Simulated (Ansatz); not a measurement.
**CH9NSi: molecular dynamics (part 3 of 3)**

CH9NSi; RKS B3LYP-D4/6-31G* (Ansatz 0.2.0). It belongs to a series of runs on one base structure; here: dynamics from the highest image of the converged band.

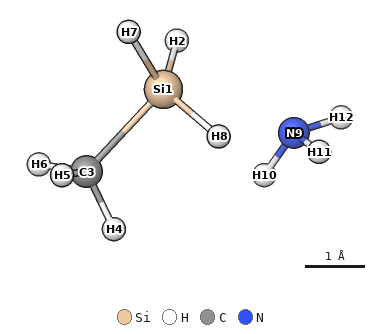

Fig. 1: The geometry at step 86 of the log (ball-and-stick view, seen at an oblique angle; atoms are numbered from 1 in the order of the input).

## Log, continued
```
md step   199: t =    99.50 fs  T =  1436.3 K  F+E_penalty+E_count = -10551.28159409 eV  E_kin = 1.856588 eV  conserved = -10549.42500643 eV  (23 SCF iters, 3 dispersion substeps)
these checks for a lower state are left out or cut short: starts, cluster_reference, orbital_swaps, neighbouring_geometries, increment
802 factors; integrals over basis functions are off by at most 6.4e-4 eV
mean field -10551.06099524 eV, -387.7443398089 hartree, gradient 6.3e-5 eV, S^2 0.000000; 0 other end points of the search recorded, 0 dependent functions left out
the calculation of the forces begins
reference -10551.06125728 eV, -387.7443494388 hartree; 18, 18 occupied and 49, 49 virtual orbitals, 802 factors
802 factors; integrals over basis functions are off by at most 6.4e-4 eV
mean field -10551.06099524 eV, -387.7443398089 hartree, gradient 6.3e-5 eV, S^2 0.000000; 1 other end points of the search recorded, 0 dependent functions left out
the calculation of the forces begins
reference -10551.06125728 eV, -387.7443494388 hartree; 18, 18 occupied and 49, 49 virtual orbitals, 802 factors
md step   200: t =   100.00 fs  T =  1412.7 K  F+E_penalty+E_count = -10551.25055249 eV  E_kin = 1.826091 eV  conserved = -10549.42446173 eV  (23 SCF iters, 3 dispersion substeps)
```

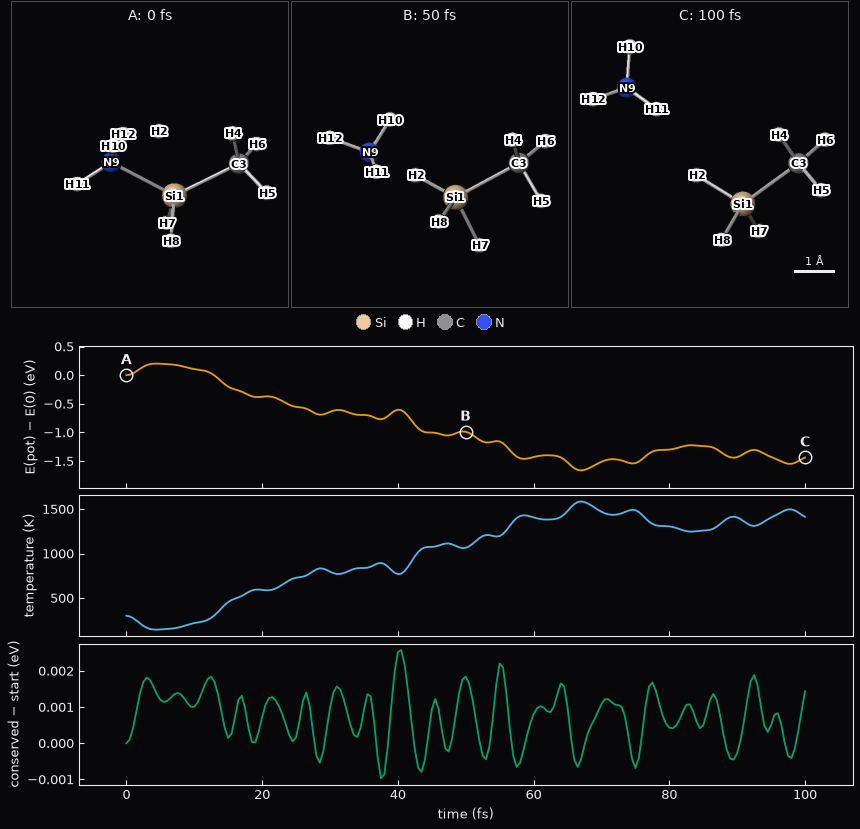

Fig. 2: Frames of the molecular dynamics (ball-and-stick, seen at a tilt) above the curves, on which the letters mark them. The trajectory kept here has 201 frames over 100 fs. The temperature starts at 300 K, ranges from 145 to 1586 K and averages 1368 K over the second half. The potential energy ends 1.437 eV below its first value. The conserved quantity stays within 0.0035 eV. After an unweighted best fit of the last frame on the first, the root-mean-square displacement is 1.67 Å, and H12 has moved furthest (3.07 Å).

```
Total energy: -10551.25081454 eV, -387.7513155396 hartree
Atom 0 at     0.438603     1.194393    -0.779722 Å, force     1.560012     0.321762    -0.403522 eV/Å
Atom 1 at    -0.258039     1.583088     0.387708 Å, force    -0.477007     0.314966     1.595815 eV/Å
Atom 2 at     1.505800    -0.376636    -0.611048 Å, force    -0.141555     0.353023     0.729819 eV/Å
Atom 3 at     0.931784    -1.046426     0.036570 Å, force    -0.059680    -0.272665    -0.124147 eV/Å
Atom 4 at     1.562382    -0.803271    -1.601827 Å, force     0.240202    -0.426774    -0.358433 eV/Å
Atom 5 at     2.517488    -0.322637    -0.155337 Å, force    -0.504332     0.373994    -0.392302 eV/Å
Atom 6 at     1.242799     2.416979    -1.185230 Å, force    -0.263245    -0.450925    -0.127126 eV/Å
Atom 7 at    -0.682958     0.947285    -1.660202 Å, force    -0.375877    -0.217496    -0.898724 eV/Å
Atom 8 at    -2.878829    -1.497358     2.091992 Å, force     0.678193     0.087651    -0.012392 eV/Å
Atom 9 at    -2.571712    -1.926018     3.001654 Å, force    -0.371821     0.081717    -1.791034 eV/Å
Atom 10 at    -2.569300    -1.932861     1.199795 Å, force     0.137931    -0.098692     1.443292 eV/Å
Atom 11 at    -3.882276    -1.453005     2.033471 Å, force    -0.422821    -0.066561     0.338753 eV/Å
Dipole moment:    -0.058874    -0.463457     0.023713 e Å
```

## Trajectory as extended XYZ (Å, eV, eV/Å), 8 of the 201 frames kept, from step=0 to step=200
```
12
Properties=species:S:1:pos:R:3:forces:R:3 step=0 time_fs=0.0 energy=-10549.81368 temperature=300.0
Si   -0.2911    0.4976   -0.2533    0.0117  -0.0032   0.0158
H     0.1473    0.7991    1.6520    0.0021   0.0021  -0.0046
C     1.4249   -0.2657   -0.4207   -0.0009   0.0050  -0.0029
H     1.4247   -1.2764    0.0064    0.0018  -0.0036   0.0000
H     1.7149   -0.3505   -1.4744   -0.0010  -0.0003   0.0007
H     2.1689    0.3165    0.1282   -0.0009  -0.0009   0.0004
H    -0.4913    1.9652   -0.2839   -0.0018   0.0049  -0.0015
H    -0.9788    0.0663   -1.5339   -0.0045  -0.0048   0.0018
N    -1.5491   -0.3892    0.8869   -0.0063   0.0110  -0.0078
H    -1.5088   -1.4102    0.8773    0.0042  -0.0028   0.0002
H    -2.5236   -0.0898    0.8076    0.0024  -0.0004   0.0042
H    -0.8456    0.1371    1.6884   -0.0068  -0.0070  -0.0065
12
Properties=species:S:1:pos:R:3:forces:R:3 step=29 time_fs=14.5 energy=-10549.97259 temperature=423.3
Si   -0.2767    0.5310   -0.2421    0.7423   0.3233   0.0813
H     0.1653    0.8874    1.4156    0.0734   0.0613  -0.4620
C     1.4266   -0.2938   -0.4379   -0.1577   0.1932   0.3280
H     1.3347   -1.3422   -0.1450   -0.0860  -0.1747   0.4664
H     1.7706   -0.3806   -1.4548    0.3929   0.3855  -0.6694
H     2.1459    0.2065    0.2450   -0.2508  -0.3473  -0.5649
H    -0.5178    2.0009   -0.3435   -0.0306   0.0046  -0.4355
H    -1.0910    0.0398   -1.5141    0.4595   0.1233   0.6062
N    -1.5502   -0.4131    0.8954   -0.9259  -0.3493   0.2473
H    -1.3421   -1.4035    1.0940    0.1196   0.4764   0.0455
H    -2.5522   -0.3357    0.6912    0.0310   0.0074  -0.0911
H    -1.2119    0.2214    1.6528   -0.3677  -0.7038   0.4482
12
Properties=species:S:1:pos:R:3:forces:R:3 step=57 time_fs=28.5 energy=-10550.50388 temperature=833.5
Si   -0.2153    0.5974   -0.2230   -0.1569   0.0925  -1.0200
H     0.1777    1.0934    1.1908   -0.3890   0.0047  -0.2020
C     1.4181   -0.3334   -0.5032    0.3611  -0.0199  -0.6205
H     1.2572   -1.3726   -0.1587    0.1369   0.0406  -0.5565
H     1.8835   -0.2737   -1.5217   -0.7560  -0.4860   0.5397
H     2.1747    0.0500    0.1576    0.4592   0.3956   0.5823
H    -0.4574    1.9374   -0.8866    0.2332  -0.0595   0.1753
H    -1.0791   -0.2029   -1.3806    0.4179   0.4116   1.0469
N    -1.6468   -0.4488    0.9729   -0.4028  -1.1242  -0.7081
H    -1.1356   -1.3183    1.1304    0.2199  -0.0685   0.1936
H    -2.4380   -0.7682    0.3909    0.0613   0.4879   0.3578
H    -1.9484   -0.1340    1.8889   -0.1848   0.3251   0.2115
12
Properties=species:S:1:pos:R:3:forces:R:3 step=86 time_fs=43.0 energy=-10550.74240 temperature=1018.0
Si   -0.1231    0.6942   -0.2491    0.9020   0.0829  -2.2575
H    -0.2430    1.4174    0.9872    0.0571   0.2824   0.8353
C     1.4585   -0.3623   -0.5527    0.2244   0.0941   0.6002
H     1.2701   -1.4328   -0.3904    0.0054   0.1068   0.3322
H     1.6216   -0.2963   -1.6310    0.2001   0.2225  -0.1012
H     2.3816   -0.0741   -0.0105   -0.3391  -0.1023  -0.3252
H    -0.0285    1.8173   -1.2930   -0.0250  -0.2905   0.3751
H    -1.0274   -0.2870   -0.8659   -0.2308   0.3353  -0.6944
N    -1.8362   -0.5792    1.0942   -1.1180  -0.2582   1.7930
H    -1.0644   -1.1760    1.4475   -0.8784  -0.1797  -0.7364
H    -2.3834   -0.9691    0.3199    0.7419  -0.4181   0.3302
H    -2.5122   -0.5283    1.8774    0.4602   0.1248  -0.1513
12
Properties=species:S:1:pos:R:3:forces:R:3 step=114 time_fs=57.0 energy=-10551.18606 temperature=1361.5
Si    0.0029    0.7990   -0.3561    1.3442   0.5656  -2.4370
H    -0.4468    1.4666    0.7942   -0.1759   0.6152   1.5574
C     1.4967   -0.3736   -0.5612   -0.1186   0.0013   0.3455
H     1.2935   -1.4200   -0.3486    0.0348  -0.2405   0.4435
H     1.4985   -0.3243   -1.6423    0.4056  -0.0419  -0.5915
H     2.5113   -0.0962   -0.2022   -0.7297   0.0314  -0.0128
H     0.4327    1.8587   -1.3978   -0.1637  -0.1362   0.7299
H    -1.1122    0.2362   -1.0934   -0.5504  -0.5734  -0.1689
N    -2.0892   -0.7632    1.3291    0.0993  -0.1826  -0.1684
H    -1.3815   -1.3457    1.7599    0.2504  -0.1380   0.3601
H    -2.3174   -1.2725    0.4837   -0.1305   0.0024  -0.4100
H    -2.9136   -0.8611    1.9076   -0.2654   0.0968   0.3522
12
Properties=species:S:1:pos:R:3:forces:R:3 step=143 time_fs=71.5 energy=-10551.28025 temperature=1435.5
Si    0.1432    0.9424   -0.5291    1.3682   0.0727  -0.4554
H    -0.1168    1.2035    0.8393   -0.3278   0.2388   1.4294
C     1.4761   -0.4138   -0.5922    0.2371   0.2039  -0.6408
H     1.3269   -1.2879    0.0660   -0.2634   0.0533  -0.6550
H     1.8662   -0.6467   -1.6212   -0.6439  -0.2458   0.8678
H     2.2955    0.1113   -0.1317    0.7767   0.3259   0.3835
H     0.7829    2.2426   -1.0139   -0.4066  -0.5772  -0.2184
H    -1.1037    0.5795   -1.1492   -0.7567  -0.0447  -0.6851
N    -2.3714   -1.0131    1.5894    2.1509  -0.4513  -0.1638
H    -1.6615   -1.5280    2.1581   -1.1025   0.6327  -0.2103
H    -2.2833   -1.4527    0.6587   -0.9402   0.3101   0.6674
H    -3.2839   -1.0235    2.0263   -0.0919  -0.5183  -0.3192
12
Properties=species:S:1:pos:R:3:forces:R:3 step=171 time_fs=85.5 energy=-10551.05519 temperature=1261.1
Si    0.2815    1.0697   -0.6630    1.6780   0.3632  -1.5113
H     0.1139    1.0025    0.7192   -0.8399   0.6024   2.0484
C     1.5021   -0.3928   -0.6109   -0.1016  -0.2412   0.2921
H     0.9917   -1.0746    0.0906    0.2658   0.1494   0.1062
H     1.8506   -1.0589   -1.4006    0.0243   0.5072  -0.5422
H     2.3688    0.0526   -0.0825   -0.1627  -0.4251  -0.1394
H     0.8605    2.4109   -1.0907    0.0726  -0.5150   0.2322
H    -0.9263    1.0213   -1.4371   -0.9694  -0.4483  -0.4493
N    -2.6091   -1.2280    1.8362   -1.1834   0.1723  -0.3086
H    -2.1948   -1.7963    2.5432    0.8661  -0.5098   0.8267
H    -2.4973   -1.7717    0.9925    0.4312  -0.1642  -0.6034
H    -3.6038   -1.3999    2.0221   -0.0810   0.5092   0.0486
12
Properties=species:S:1:pos:R:3:forces:R:3 step=200 time_fs=100.0 energy=-10551.25055 temperature=1412.7
Si    0.4386    1.1944   -0.7797    1.5600   0.3218  -0.4035
H    -0.2580    1.5831    0.3877   -0.4770   0.3150   1.5958
C     1.5058   -0.3766   -0.6110   -0.1416   0.3530   0.7298
H     0.9318   -1.0464    0.0366   -0.0597  -0.2727  -0.1241
H     1.5624   -0.8033   -1.6018    0.2402  -0.4268  -0.3584
H     2.5175   -0.3226   -0.1553   -0.5043   0.3740  -0.3923
H     1.2428    2.4170   -1.1852   -0.2632  -0.4509  -0.1271
H    -0.6830    0.9473   -1.6602   -0.3759  -0.2175  -0.8987
N    -2.8788   -1.4974    2.0920    0.6782   0.0877  -0.0124
H    -2.5717   -1.9260    3.0017   -0.3718   0.0817  -1.7910
H    -2.5693   -1.9329    1.1998    0.1379  -0.0987   1.4433
H    -3.8823   -1.4530    2.0335   -0.4228  -0.0666   0.3388
```

This output came from the following input.

## Input
```yaml
crystal:
  periodic: [false, false, false]
  atoms:
    - { symbol: Si, position_ang: [-0.291088, 0.497559, -0.253328] }
    - { symbol: H, position_ang: [0.147297, 0.799082, 1.652025] }
    - { symbol: C, position_ang: [1.424888, -0.265688, -0.420742] }
    - { symbol: H, position_ang: [1.424726, -1.276375, 0.006359] }
    - { symbol: H, position_ang: [1.714943, -0.350508, -1.474399] }
    - { symbol: H, position_ang: [2.168912, 0.316473, 0.128173] }
    - { symbol: H, position_ang: [-0.491318, 1.965165, -0.283935] }
    - { symbol: H, position_ang: [-0.978816, 0.066297, -1.533861] }
    - { symbol: "N", position_ang: [-1.549121, -0.389178, 0.88694] }
    - { symbol: H, position_ang: [-1.508839, -1.410172, 0.877337] }
    - { symbol: H, position_ang: [-2.523641, -0.08978, 0.807646] }
    - { symbol: H, position_ang: [-0.845644, 0.137124, 1.688386] }
basis:
  gaussian: { orbitals: "6-31G*" }
hamiltonian:
  xc: b3lyp
  dispersion: d4
md:
  timestep: 0.5
  n_steps: 200
  ensemble: nve
  temperature: 300.0
  initial_velocities: maxwell_boltzmann
  seed: 11641
```

Launch command:
```bash
ansatz run input.yaml --threads 1 --pin off --max-ram 2048MiB --backend cpu --events-out ev --progress --plain --runs-dir out
```

## Summary

```json
{"quantity": "outcome", "value": "finished"}
{"quantity": "mean temperature over the second half", "value": "1368 K"}
{"quantity": "trajectory", "value": "200 steps, 100 fs"}
{"quantity": "ensemble", "value": "nve"}
{"quantity": "temperature in the input", "value": "300.0 K"}
{"quantity": "time step", "value": "0.5 fs"}
{"quantity": "potential energy (last step)", "value": "−10551.2508 eV"}
{"quantity": "mean-field energy (last step)", "value": "−10551.0613 eV"}
{"quantity": "largest force (length of the vector) (last step)", "value": "1.831 eV/Å"}
{"quantity": "hardware", "value": "1 thread of Arm Neoverse V1, 24 GiB of memory available, shared host"}
{"quantity": "wall time", "value": "8.8 min"}
{"quantity": "peak memory", "value": "0.13 GiB"}
```

## Remarks

So short a trajectory is not equilibrated.
